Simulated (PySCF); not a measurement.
SMILES FC(F)(F)c1ccccc1Cl (C7H4ClF3), singlet at its GFN2-xTB optimised geometry (Å):

```
15

F     -1.0224    -2.6977     1.0736
C     -1.2971    -1.9378     0.0009
F     -1.0354    -2.6911    -1.0797
F     -2.6259    -1.7532     0.0097
C     -0.5374    -0.6375     0.0000
C     -1.2262     0.5693    -0.0014
C     -0.5327     1.7656    -0.0023
C      0.8526     1.7615    -0.0011
C      1.5479     0.5660     0.0000
C      0.8575    -0.6375     0.0000
Cl     1.7385    -2.1172    -0.0009
H     -2.3050     0.5628    -0.0018
H     -1.0750     2.6977    -0.0036
H      1.3967     2.6934    -0.0010
H      2.6259     0.5541     0.0007
```

Method: PBE0/def2-TZVP (PySCF). Cells within 0.4 Å of a nucleus heavier than hydrogen are left out (blank, or x).

Map of the Laplacian of the electron density (e/bohr⁵) on the plane z = 0.8 Å:

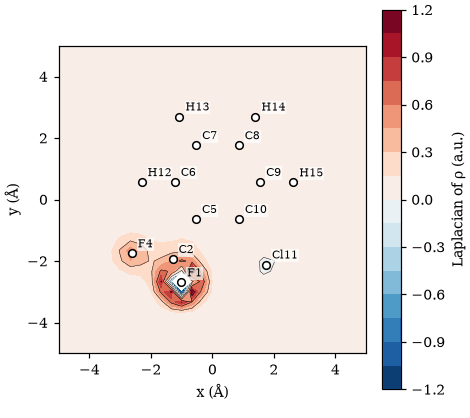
Figure: Laplacian of the electron density (e/bohr⁵) on the plane z = 0.8 Å.
